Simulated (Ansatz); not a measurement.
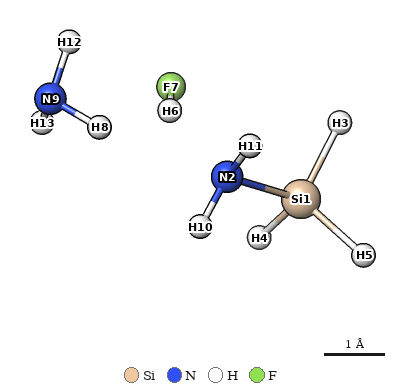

SiN$_{2}$H$_{9}$F, before the relaxation. A ball-and-stick model, seen from a free direction.

The run prepares an end point of a later path (reaction) calculation, from a guessed geometry.

All numbers below come from UKS r2SCAN/def2-SVP in Ansatz 0.2.0.

The input:
```yaml
crystal:
  periodic: [false, false, false]
  atoms:
    - { symbol: Si, position_ang: [-1.425001, 0.985822, -1.05955] }
    - { symbol: "N", position_ang: [-0.608899, -0.53582, -0.539006] }
    - { symbol: H, position_ang: [-0.481335, 1.713203, -1.945678] }
    - { symbol: H, position_ang: [-1.767339, 1.750135, 0.167478] }
    - { symbol: H, position_ang: [-2.687293, 0.712116, -1.817915] }
    - { symbol: H, position_ang: [0.774364, 0.430269, 0.321243] }
    - { symbol: F, position_ang: [1.129804, 1.273576, 0.447176] }
    - { symbol: H, position_ang: [0.963314, -1.431492, 0.917421] }
    - { symbol: "N", position_ang: [1.712486, -1.279096, 1.59333] }
    - { symbol: H, position_ang: [-1.211667, -1.146274, 0.01551] }
    - { symbol: H, position_ang: [-0.265526, -1.091605, -1.324505] }
    - { symbol: H, position_ang: [2.478017, -0.876599, 1.050982] }
    - { symbol: H, position_ang: [1.388875, -0.504236, 2.173513] }
magnetization:
  spin_polarized: true
basis:
  gaussian: { orbitals: def2-SVP }
hamiltonian:
  xc: r2scan
relax:
  f_tol: 0.03
  max_steps: 50
```

Launched with:
```bash
ansatz run input.yaml --threads 4 --pin off --max-ram 5120MiB --backend cpu --events-out ev --progress --plain --runs-dir out
```

Where does the relaxation end?

Answer. The largest move after the best rigid fit is that of H12, 2.49 Å. Largest moves by element: H 2.49 Å, F 0.97 Å, N 0.88 Å, Si 0.26 Å. Near-neighbour distances that change, for instance: H6–F7 0.924 → 0.979 Å, Si1–N2 1.803 → 1.758 Å, N2–H10 1.022 → 1.042 Å, N9–H13 1.021 → 1.027 Å. Among the angles between lasting bonds that change: Si1–N2–H11 112.9° → 117.3°, H10–N2–H11 106.9° → 111.0°, H12–N9–H13 103.9° → 106.6°. After 33 accepted moves (36 points after the start) the energy has fallen by 50.1 kJ/mol. Largest force component: 1.2 eV/Å at the start, 0.022 eV/Å at the end. The line search rejected the trial steps at points 6, 9, 30 of the run. The forces were under the threshold at step 8, but the run went on from there.

Final geometry:

```xyz
13

Si   -1.4410    0.8985   -0.8165
N    -0.1616   -0.2911   -1.0165
H    -1.2316    1.9967   -1.8028
H    -1.3298    1.4197    0.5734
H    -2.8217    0.3533   -1.0166
H     1.1624    0.5484   -0.6569
F     1.8427    1.0601   -0.1735
H     1.5217   -1.8772    1.7268
N     0.8449   -1.1361    1.5398
H    -0.0267   -0.9114   -0.1904
H    -0.1539   -0.8289   -1.8820
H     0.4034   -0.9254    2.4359
H     1.3910   -0.3065    1.2790
```

The end point in the same view:

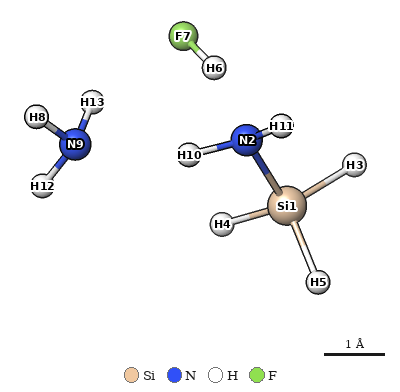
